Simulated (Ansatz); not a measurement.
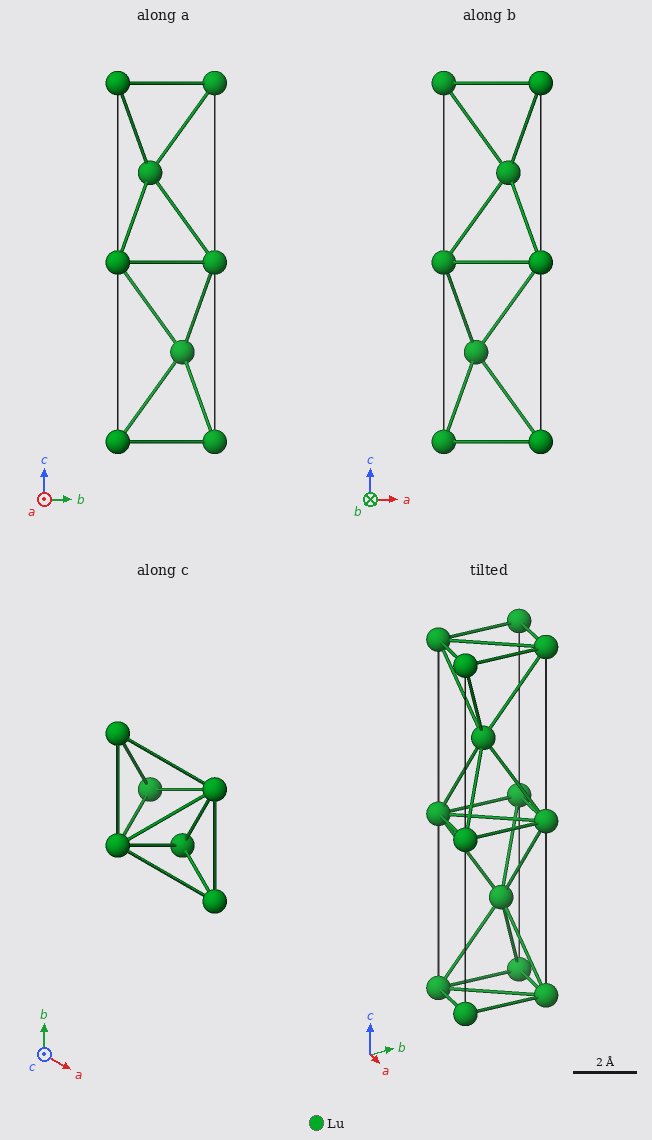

Drawn in the ball-and-stick manner and seen along the a axis, along the b axis, along the c axis and slightly off an axis. The edges of the conventional unit cell are marked.

Lattice parameters: a = 3.5634 Å, b = 3.5634 Å, c = 11.4217 Å, α = 90.000°, β = 90.000°, γ = 120.000°.

> Give the structure in the form of a CIF in P1 with every atom of the cell.

```cif
data_structure
_symmetry_space_group_name_H-M 'P 1'
_symmetry_Int_Tables_number 1
_cell_length_a 3.5634
_cell_length_b 3.5634
_cell_length_c 11.4217
_cell_angle_alpha 90.000
_cell_angle_beta 90.000
_cell_angle_gamma 120.000
_cell_volume 125.60
loop_
_atom_site_label
_atom_site_type_symbol
_atom_site_fract_x
_atom_site_fract_y
_atom_site_fract_z
_atom_site_occupancy
Lu1 Lu 0.0000 0.0000 0.0000 1
Lu2 Lu 0.0000 0.0000 0.5000 1
Lu3 Lu 0.3333 0.6667 0.2500 1
Lu4 Lu 0.6667 0.3333 0.7500 1
```

The model was built from a structure type filled with this element by a generator (whether the element takes this form wasn't checked). Earlier steps of the study may have refined or changed the cell and positions. It was the input of a calculation with Ansatz.
